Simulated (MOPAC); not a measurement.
**Single-point calculation, with input and output: GeSiH₆O₂ (charge +1)**

GeSiH₆O₂, charge +1, multiplicity 2, computed with AM1, unrestricted (MOPAC 23.2.5).

The geometry was optimised with AM1.

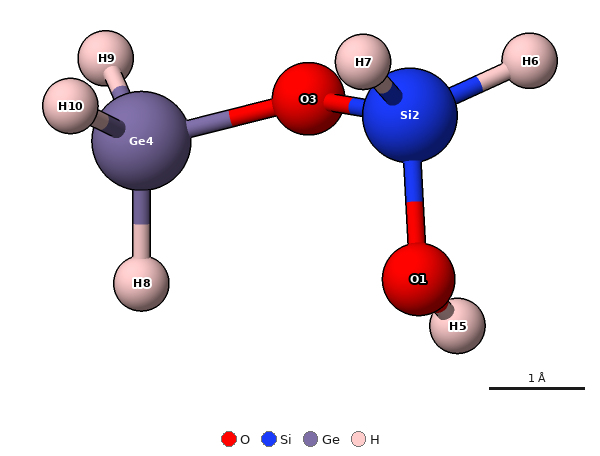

Figure 1. The structure as given in the input (ball-and-stick view, seen at a tilt; atoms are numbered from 1 in the order of the input). Sticks mark near contacts. Bond lengths as drawn: Ge–H 1.54 Å, Ge–O 1.85 Å, H–O 0.95 Å, H–Si 1.45 Å and O–Si 1.72 to 1.76 Å.

Input file (input.mop):
```
DISP CHARGE=1 UHF 1SCF AM1 AUX(PRECISION=9) THREADS=1
GeH6O2Si

O -1.005884 1 0.422929 1 -1.827142 1
Si -0.232067 1 1.347511 1 -0.545897 1
O -0.142809 1 0.260979 1 0.786013 1
Ge 0.684995 1 -1.369338 1 1.043443 1
H -1.907940 1 0.184170 1 -1.658623 1
H -1.019381 1 2.484322 1 -0.113148 1
H 1.057614 1 1.745609 1 -1.070818 1
H -0.222973 1 -2.403810 1 0.358344 1
H 0.719338 1 -1.485126 1 2.575211 1
H 2.079158 1 -1.259727 1 0.404162 1
```

Run on 1 thread of Intel Xeon (Sapphire Rapids), 64 GiB of memory available, shared host.

Launched with:
```bash
mopac input.mop
```

What the program printed:
```
MOPAC v23.2.5
AM1 CALCULATION RESULTS

 *  AM1        - The AM1 Hamiltonian to be used
 *  UHF        - UNRESTRICTED HARTREE-FOCK CALCULATION
 *
 *
 *
 *                 CHARGE ON SYSTEM = +1
 *
 *
 *
 *  1SCF       - DO 1 SCF AND THEN STOP
 *  THREADS=1  - MULTI-THREADING NOT USED
 *  AUX        - OUTPUT AUXILIARY INFORMATION
 *  DISP       - PRINT DISPERSION AND HYDROGEN BOND ENERGIES
DISP CHARGE=1 UHF 1SCF AM1 AUX(PRECISION=9) THREADS=1
 GeH6O2Si

   ATOM   CHEMICAL          X               Y               Z
  NUMBER   SYMBOL      (ANGSTROMS)     (ANGSTROMS)     (ANGSTROMS)

     1       O         -1.00588400  *   0.42292900  *  -1.82714200  *
     2      Si         -0.23206700  *   1.34751100  *  -0.54589700  *
     3       O         -0.14280900  *   0.26097900  *   0.78601300  *
     4      Ge          0.68499500  *  -1.36933800  *   1.04344300  *
     5       H         -1.90794000  *   0.18417000  *  -1.65862300  *
     6       H         -1.01938100  *   2.48432200  *  -0.11314800  *
     7       H          1.05761400  *   1.74560900  *  -1.07081800  *
     8       H         -0.22297300  *  -2.40381000  *   0.35834400  *
     9       H          0.71933800  *  -1.48512600  *   2.57521100  *
    10       H          2.07915800  *  -1.25972700  *   0.40416200  *

          CARTESIAN COORDINATES

    NO.       ATOM           X           Y           Z

     1         O         -1.0059      0.4229     -1.8271
     2        Si         -0.2321      1.3475     -0.5459
     3         O         -0.1428      0.2610      0.7860
     4        Ge          0.6850     -1.3693      1.0434
     5         H         -1.9079      0.1842     -1.6586
     6         H         -1.0194      2.4843     -0.1131
     7         H          1.0576      1.7456     -1.0708
     8         H         -0.2230     -2.4038      0.3583
     9         H          0.7193     -1.4851      2.5752
    10         H          2.0792     -1.2597      0.4042

           Empirical Formula: H6 O2 Si Ge  =    10 atoms

      MOLECULAR POINT GROUP   :   C1

          UHF CALCULATION, NO. OF ALPHA ELECTRONS =   13
                           NO. OF BETA  ELECTRONS =   12

 -------------------------------------------------------------------------------
 DISP CHARGE=1 UHF 1SCF AM1 AUX(PRECISION=9) THREADS=1
 GeH6O2Si

     1SCF WAS SPECIFIED, SO BFGS WAS NOT USED
     SCF FIELD WAS ACHIEVED

                              AM1 CALCULATION

          FINAL HEAT OF FORMATION =        106.94260 KCAL/MOL =     447.44785 KJ/MOL

          TOTAL ENERGY            =     -20315.26484 KCAL/MOL = ELECTRONIC ENERGY + CORE-CORE REPULSION
          ENERGY OF ATOMS         =      20422.20744 KCAL/MOL
                              SUM =        106.94260 KCAL/MOL
          DISPERSION ENERGY       =          0.00000 KCAL/MOL
                              SUM =        106.94260 KCAL/MOL = FINAL HEAT OF FORMATION

          TOTAL ENERGY            =       -880.95326 EV
          ELECTRONIC ENERGY       =      -2393.23334 EV
          CORE-CORE REPULSION     =       1512.28007 EV
          COSMO AREA              =        137.75 SQUARE ANGSTROMS
          COSMO VOLUME            =        132.20 CUBIC ANGSTROMS

          IONIZATION POTENTIAL    =         16.189421 EV
          ALPHA SOMO LUMO (EV)    =        -16.495 -5.987
          BETA  SOMO LUMO (EV)    =        -16.189 -9.186
          NO. OF ALPHA ELECTRONS  =         13
          NO. OF BETA  ELECTRONS  =         12
          MOLECULAR WEIGHT        =        138.7217         POINT GROUP:  C1

          MOLECULAR DIMENSIONS (Angstroms)

            Atom       Atom       Distance
            H     9    H     5     5.25495
            H     8    H     6     4.39519
            H     9    H     7     2.40742

          SCF CALCULATIONS        =          1

          WALL-CLOCK TIME         =      0.023 SECONDS
          COMPUTATION TIME        =      0.021 SECONDS

   ATOM   CHEMICAL          X               Y               Z
  NUMBER   SYMBOL      (ANGSTROMS)     (ANGSTROMS)     (ANGSTROMS)

     1       O         -1.00588400  *   0.42292900  *  -1.82714200  *
     2      Si         -0.23206700  *   1.34751100  *  -0.54589700  *
     3       O         -0.14280900  *   0.26097900  *   0.78601300  *
     4      Ge          0.68499500  *  -1.36933800  *   1.04344300  *
     5       H         -1.90794000  *   0.18417000  *  -1.65862300  *
     6       H         -1.01938100  *   2.48432200  *  -0.11314800  *
     7       H          1.05761400  *   1.74560900  *  -1.07081800  *
     8       H         -0.22297300  *  -2.40381000  *   0.35834400  *
     9       H          0.71933800  *  -1.48512600  *   2.57521100  *
    10       H          2.07915800  *  -1.25972700  *   0.40416200  *

                             CARTESIAN COORDINATES

   1    O       -1.005884000     0.422929000    -1.827142000
   2   Si       -0.232067000     1.347511000    -0.545897000
   3    O       -0.142809000     0.260979000     0.786013000
   4   Ge        0.684995000    -1.369338000     1.043443000
   5    H       -1.907940000     0.184170000    -1.658623000
   6    H       -1.019381000     2.484322000    -0.113148000
   7    H        1.057614000     1.745609000    -1.070818000
   8    H       -0.222973000    -2.403810000     0.358344000
   9    H        0.719338000    -1.485126000     2.575211000
  10    H        2.079158000    -1.259727000     0.404162000

           Empirical Formula: H6 O2 Si Ge  =    10 atoms

      MOLECULAR POINT GROUP   :   C1

          ALPHA EIGENVALUES
 -43.50905 -40.55184 -24.31964 -23.18628 -22.53384 -21.41213 -20.42847 -19.63654
 -18.23714 -17.52569 -16.96230 -16.60966 -16.49539  -5.98659  -4.56510  -4.35389
  -4.08828  -3.65872  -3.51984  -3.08128  -3.02215   1.30491

           BETA EIGENVALUES
 -40.79932 -40.36473 -23.83842 -22.89876 -20.88484 -20.15855 -19.44655 -18.73899
 -17.54967 -16.88916 -16.48054 -16.18942  -9.18606  -5.69131  -4.37649  -4.14566
  -3.79736  -3.45092  -3.30260  -3.00965  -2.88232   1.30854

              NET ATOMIC CHARGES AND DIPOLE CONTRIBUTIONS

  ATOM NO.   TYPE          CHARGE      No. of ELECS.   s-Pop       p-Pop
    1          O          -0.568270        6.5683     1.85517     4.71310
    2         Si           1.262208        2.7378     0.84023     1.89757
    3          O          -0.422351        6.4224     1.87057     4.55178
    4         Ge           0.752120        3.2479     0.96334     2.28454
    5          H           0.257424        0.7426     0.74258
    6          H          -0.163714        1.1637     1.16371
    7          H          -0.081144        1.0811     1.08114
    8          H           0.000074        0.9999     0.99993
    9          H          -0.029199        1.0292     1.02920
   10          H          -0.007148        1.0071     1.00715
 DIPOLE           X         Y         Z       TOTAL
 POINT-CHG.     1.077     1.161     0.401     1.634
 HYBRID        -0.994     0.054     0.221     1.020
 SUM            0.083     1.216     0.622     1.368

          ATOMIC ORBITAL ELECTRON POPULATIONS

     Atom    s        px        py        pz
    1  O   1.85517   1.34503   1.76116   1.60691
    2 Si   0.84023   0.78360   0.65307   0.46089
    3  O   1.87057   1.21750   1.55167   1.78261
    4 Ge   0.96334   0.78507   0.55161   0.94786
    5  H   0.74258
    6  H   1.16371
    7  H   1.08114
    8  H   0.99993
    9  H   1.02920
   10  H   1.00715

                    (SZ)    =    0.500000
                    (S**2)  =    0.774450

          ATOMIC ORBITAL SPIN POPULATIONS

    Atom   Total    s     px     py     pz
         Atomic
    1  O  0.0142  0.000  0.001  0.011  0.002
    2 Si -0.1176 -0.032 -0.063 -0.017 -0.006
    3  O  0.8091  0.017  0.688  0.091  0.013
    4 Ge -0.1301 -0.030 -0.022 -0.054 -0.024
    5  H  0.0002  0.000
    6  H  0.0233  0.023
    7  H  0.1730  0.173
    8  H  0.1127  0.113
    9  H  0.0052  0.005
   10  H  0.1100  0.110

 *                    *
 * JOB ENDED NORMALLY *
 *                    *

 TOTAL JOB TIME:             0.03 SECONDS

 == MOPAC DONE ==
```

Summary:

| quantity | value |
| --- | --- |
| outcome | converged |
| total energy | −32.374435 hartree |
| dispersion energy | 0.000000 hartree |
| heat of formation | 106.94 kcal/mol |
| basis functions | 22 |
| ⟨S²⟩ | 0.774 |
| peak memory | 0.071 GiB |

Remarks:

MOPAC's energies along a path are heats of formation.
